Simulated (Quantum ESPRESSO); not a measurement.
# Cost against accuracy: conv_thr for Mo2WS6 (P-6m2, 9 atoms in the cell)

Cell: a = 3.1841 Å, b = 3.1841 Å, c = 28.3623 Å, α = 90.00°, β = 90.00°, γ = 120.00°.

Method of the run: PBEsol, PseudoDojo standard norm-conserving (PBESOL) pseudopotentials (plane waves; Quantum ESPRESSO 7.5).

Base settings: ecutwfc = 80 Ry; occupations = smearing; smearing = gauss; degauss = 0.0036749 Ry; potentials = {Mo: Mo.upf, W: W.upf, S: S.upf}; K_POINTS = automatic 5 5 1 0 0 0; conv_thr = 1e-10 Ry.

Misses are taken against the tightest run, 7.3e-14 Ry, which need not be fully converged itself. The energy is the free energy per atom.

The count of work is k-points × plane waves × bands × iterations; it is no time, and leaves out set-up, grids and terms that scale otherwise. Core times come from one kind of shared machine and are given to one figure; runs under 30 s give none.

The starting cell comes from a database of computed structures (which also holds hypothetical and non-ambient phases and stackings), without a prior relaxation at this level.

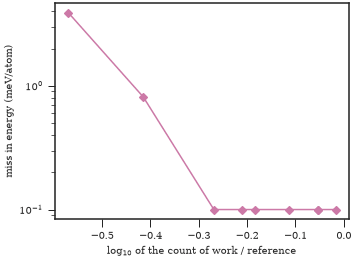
Miss against the count of work; the reference run is not drawn, and misses under 0.1 meV/atom are drawn there.

| conv_thr | energy less reference (meV/atom) | pressure less reference (GPa) | largest difference in the force on any atom (eV/Å) | count of work / reference | core time / reference (rough) |
|---|---|---|---|---|---|
| 0.0073 Ry | 3.90 | -1.61 | 0.109 | 0.27 | 0.3 |
| 0.00073 Ry | 0.81 | 0.04 | 0.008 | 0.38 | 0.4 |
| 7.3e-05 Ry | 0.06 | 0.13 | 0.006 | 0.54 | 0.4 |
| 7.3e-06 Ry | 0.01 | -0.04 | 0.007 | 0.62 | 0.4 |
| 7.3e-07 Ry | 0.00 | -0.01 | 0.002 | 0.65 | 0.4 |
| 7.3e-08 Ry | 0.00 | 0.00 | 0.000 | 0.77 | 0.5 |
| 7.3e-10 Ry | 0.00 | 0.00 | 0.000 | 0.88 | 0.9 |
| 1e-10 Ry | 0.00 | 0.00 | 0.000 | 0.88 | 0.6 |
| 7.3e-12 Ry | 0.00 | 0.00 | 0.000 | 0.96 | 0.8 |
| 7.3e-14 Ry | 0.00 | 0.00 | 0.000 | 1.0 | 1 |

Coarsest setting among those run that, with all tighter ones, holds the energy within 2 meV/atom of the reference: 0.00073 Ry, off by 0.81 meV/atom; it needs 0.38 of the reference's count of work and about 0.4 of the reference's time.

Coarsest setting among those run that, with all tighter ones, holds the energy within 0.5 meV/atom of the reference: 7.3e-05 Ry, off by 0.06 meV/atom; its saving against the reference is no more than about a factor of 2 in the count of work.

The step from 0.0073 Ry to 7.3e-10 Ry: it takes the miss in the energy from 3.9 to 0.00 meV/atom, for 3.3 times the count of work and roughly 3 times the time.
